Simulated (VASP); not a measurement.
Band structure of GeTe₄Pb₃ (space group P4/mmm). Level of theory: r2SCAN meta-GGA, VASP's PBE PAW potentials (set 64) (plane waves; VASP 6.6.1).

Unless said otherwise, spin-orbit coupling is left out, though it shifts the bands of the heavy elements here.

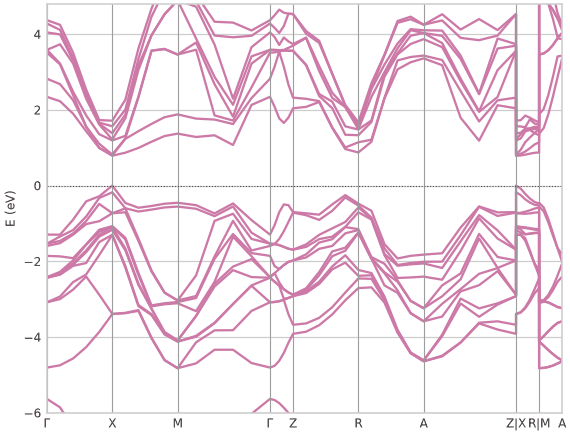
Bands along high-symmetry lines, zero at the valence-band maximum or, without a gap, the Fermi level

Read the plot: is there a gap, and where are the band edges?

The gap is direct, 0.79 eV, from the valence maximum at X to the conduction minimum at X.

The structure comes from a computed database's GeTe4Pb3 entry (P4/mmm); how it stands against other phases isn't given here. It was relaxed first.
